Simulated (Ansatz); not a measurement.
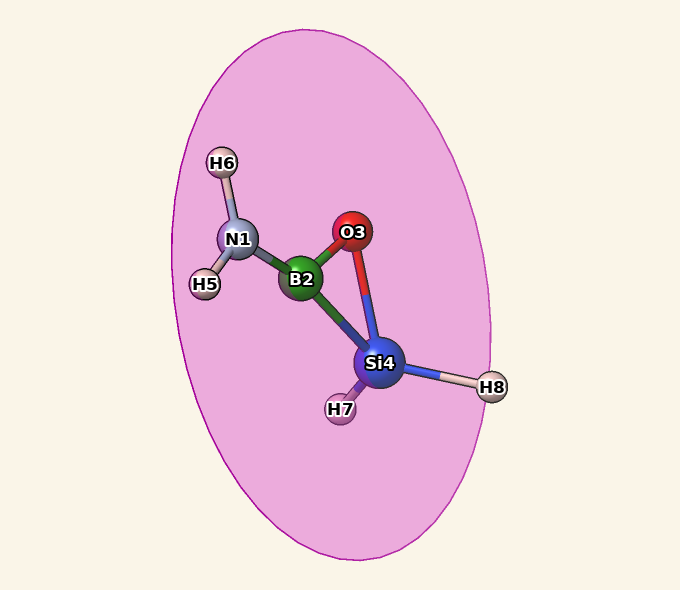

A disc through the centre of mass is drawn in. Distant atoms are faded towards the background colour. The geometry was computed by an optimisation with PBE0-D4/def2-TZVP.

Q: Is the plane of the disc a mirror plane of the structure?

A: Yes. The reflection leaves N1, B2, O3, Si4, H5, H6 in place and moves H7 ↔ H8. The point group is Cs.
